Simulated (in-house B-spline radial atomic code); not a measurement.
# Hg⁵⁺: density, ELF and screening along the radius

Aim: the shell structure of Hg⁵⁺ in the radial density, the electron localisation function and the screened nuclear charge, under several settings.

Program: in-house B-spline radial atomic code version 1. Level of theory: several methods, spin-polarised, as named in each step; spherical all-electron atom at the radial basis limit. These are calculated values, not measurements, unless marked.

### 1 Starting point

* element: mercury (Z = 80)
* charge: +5
* electrons: 75
* configuration: [Xe] 4f14 5d6 6d1
* nucleus: point (non-relativistic runs) or finite (X2C runs)

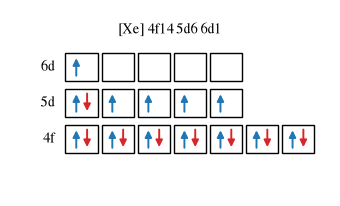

The shells outside the core, filled by Hund's rule for the drawing.

Where spins are not typed, each open shell is filled with up spins first.

### 2 PBE, X2C, [Xe] 4f14 5d6 6d1

The run's settings:

```ini
Z = 80
electrons = 75.0
configuration = [Xe] 4f14 5d6 6d1
hamiltonian = x2c
method = pbe,pbe
spin_polarised = True
nucleus = fermi
rms_radius = 5.4648
mass_number = 202
atomic_mass = 201.970643604
speed_of_light = 137.035999084
```

On the command line:

```
> python run_scf.py task.json out
```

The settings of every run stand in task.json; they run in order.

### 3 Hartree-Fock, X2C, [Kr] 4d9 4f14 5s2 5p6 5d7 6f1

The run's settings:

```ini
Z = 80
electrons = 75.0
configuration = [Kr] 4d9 4f14 5s2 5p6 5d7 6f1
hamiltonian = x2c
method = hf
spin_polarised = True
nucleus = fermi
rms_radius = 5.4648
mass_number = 202
atomic_mass = 201.970643604
speed_of_light = 137.035999084
```

### 4 Hartree-Fock, X2C, [Kr] 4d10 4f14 5s2 5p5 5d7 6d1

Settings: those of step 3 with these lines changed.

```diff
@@ -2,3 +2,3 @@
 electrons = 75.0
-configuration = [Kr] 4d9 4f14 5s2 5p6 5d7 6f1
+configuration = [Kr] 4d10 4f14 5s2 5p5 5d7 6d1
 hamiltonian = x2c
```

### 5 LDA (VWN5), non-rel., [Xe] 4f13 5d7 6f1

The run's settings:

```ini
Z = 80
electrons = 75.0
configuration = [Xe] 4f13 5d7 6f1
hamiltonian = nr
method = lda,vwn
spin_polarised = True
```

**Question.** How large is the system in each run, where do the shell borders lie, and what is the highest level?

As calculated:

| run | total energy (hartree) | highest level (eV) | radius holding 50 / 90 / 99 % (bohr) | radius at n = 0.001 (bohr) | ELF minima on the full grid (bohr) |
| --- | --- | --- | --- | --- | --- |
| PBE, X2C, [Xe] 4f14 5d6 6d1 | -19617.9831 | -33.587 | 0.350 / 1.10 / 2.58 | 4.02 | 0.023, 0.090, 0.28, 0.69, 2.7 |
| Hartree-Fock, X2C, [Kr] 4d9 4f14 5s2 5p6 5d7 6f1 | -19598.2421 | -21.998 | 0.350 / 1.12 / 3.79 | 4.87 | 0.022, 0.090, 0.23, 0.75, 3.1 |
| Hartree-Fock, X2C, [Kr] 4d10 4f14 5s2 5p5 5d7 6d1 | -19610.0004 | -35.872 | 0.350 / 1.11 / 2.62 | 4.07 | 0.023, 0.091, 0.23, 0.70, 2.2 |
| LDA (VWN5), non-rel., [Xe] 4f13 5d7 6f1 | -18391.3908 | -21.343 | 0.356 / 1.14 / 3.61 | 4.86 | 0.027, 0.11, 0.28, 0.72, 2.9 |

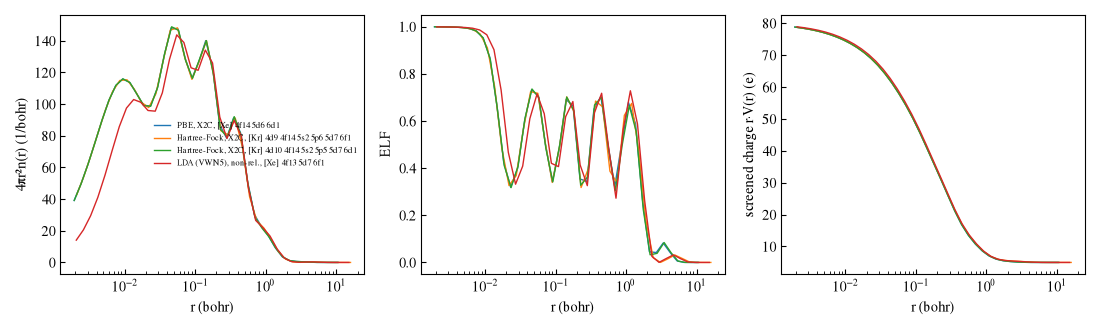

Radial density, ELF and screened nuclear charge of all runs.

**Reading.** In the first run ELF has 5 minima on the grid, which mark the borders between shells. On the record's full grid the screened charge (r times the electrostatic potential) falls from 79.8 near the nucleus to 5.00 at 10 bohr; far out it tends to the net charge, 5. The radius that holds 99 % of the electrons runs from 2.58 bohr (PBE, X2C, [Xe] 4f14 5d6 6d1) to 3.79 bohr (Hartree-Fock, X2C, [Kr] 4d9 4f14 5s2 5p6 5d7 6f1). The grid is coarse (about 25 % a step), so the places of minima are rough. For X2C runs ELF uses the non-relativistic kinetic energy density, and the fields carry no picture-change correction.
